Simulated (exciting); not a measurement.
Consider LuTlS2, space group R-3m.

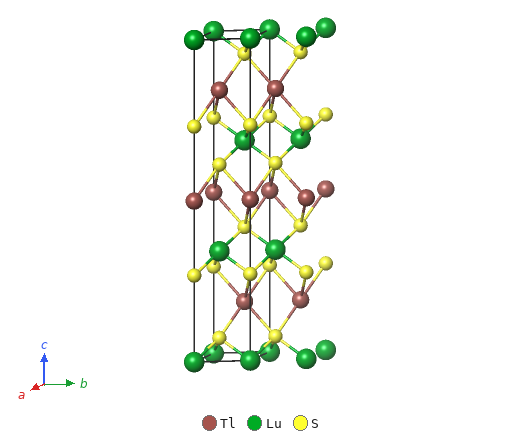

The structure (thallium brown, lutetium green, sulfur yellow). Bonds to atoms that aren't drawn are left out. 1×2×1 conventional cells are drawn. Some periodic images of atoms are drawn too.

```
Tl Lu S
1.0
     1.95997    1.13159    7.50158
    -1.95997    1.13159    7.50158
     0.00000   -2.26317    7.50158
Tl Lu S
1 1 2
Direct
  0.50000 0.50000 0.50000
  0.00000 0.00000 0.00000
  0.26887 0.26887 0.26887
  0.73113 0.73113 0.73113
```

Absorber: atom 2, with 6 S at 2.69 Å (octahedral, site symmetry -3m). Method: exciting, all-electron LAPW+lo, LDA, exchange and screened direct term (singlet BSE), 3×3×3 shifted k points, 39 conduction bands, |G+q| up to 3 bohr⁻¹ (2 in the exchange term), full RPA screening with nempty = 69, Lorentzian half width 2.34 eV.

Question: Predict the Lu L₃ near-edge structure at this level.

Bound core exciton? Yes on this mesh: the first bright state (over 5 % of the brightest) lies at -0.62 eV from the Kohn–Sham onset. Maxima (height): 0.7 eV (1.00).

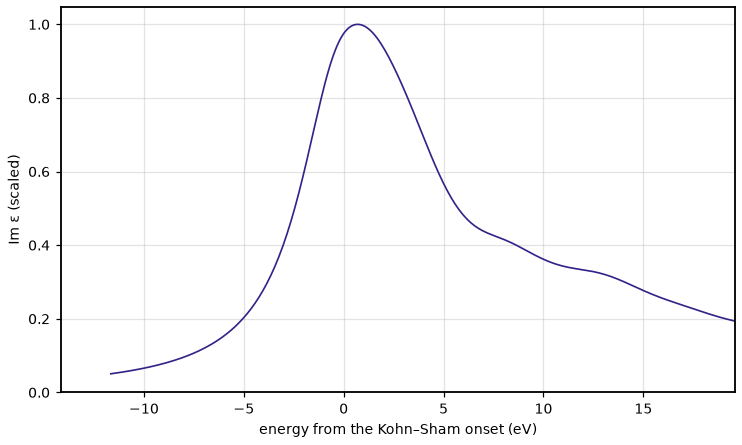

Energy from the Kohn–Sham onset, core level to the lowest empty state found on the meshes used; Im ε in relative units.

With 27 k points the binding energies are rough, and fine structure above the first lines is partly noise of the mesh. Exchange and the short-range direct term aren't converged in the kernel cutoff. The zero comes from the shifted mesh, which comes near the band minimum without meeting it. The conduction states carry no spin here, so the exchange coupling to the spinor core hole is only partly held. This core level is treated alone, with no coupling to its spin–orbit partner. The Kohn–Sham onset, 9131 eV, is no photon energy (tabulated edge of the element: 9244 eV): the scale needs a rigid shift. Bands and screening come from semilocal DFT, whose small gap overscreens. Vibrations and energy-dependent lifetimes are left out. The structure is a Materials Project entry, computed there, and may be a hypothetical form.

[Banner, clock and machine lines of the logs are left out without a mark of their own.]

[Logs are printed without paths, hosts, clocks, repeated set-up lines and the standing remarks that a program may print on its own settings, such as how far it seeks lower states.]

[Hosts, paths, dates, database ids (printed as entryN), source tags and the programs' standing remarks are cut or masked in the printed files.]
